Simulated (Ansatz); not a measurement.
## Pressure series in YN

Start from YN in the rock salt structure (space group Fm-3m, No. 225; a = 4.906 Å).

Cell and atoms are relaxed at each pressure.

The values are results of plane-wave PAW DFT at the PBE level (Ansatz, a quantum-chemistry and plane-wave program, 420 eV), no spin-orbit coupling, not measurements.

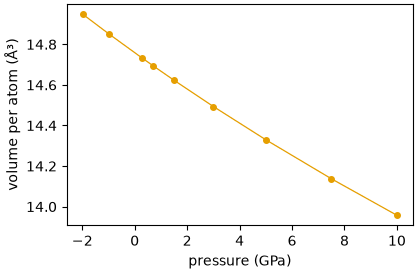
*Volume against pressure*

Task: Estimate the zero-pressure bulk modulus from the plot.

Result: About 160 GPa; a third-order Birch–Murnaghan fit to the points gives V₀ = 14.76 Å³/atom, B₀ = 159 GPa and B₀′ = 4.2.

Between the base and pressure 10 GPa the gap moves from 0.21 eV to 0.11 eV, a mean slope of -10.0 meV/GPa.

Load acts through the strain it causes; cell and atoms are relaxed under it. No phonon test of stability was made. Competing high-pressure phases were not computed. The base started in Pnma and relaxed to Fm-3m at this level. A zero or small gap of YN can be the functional's error rather than a property of the material.
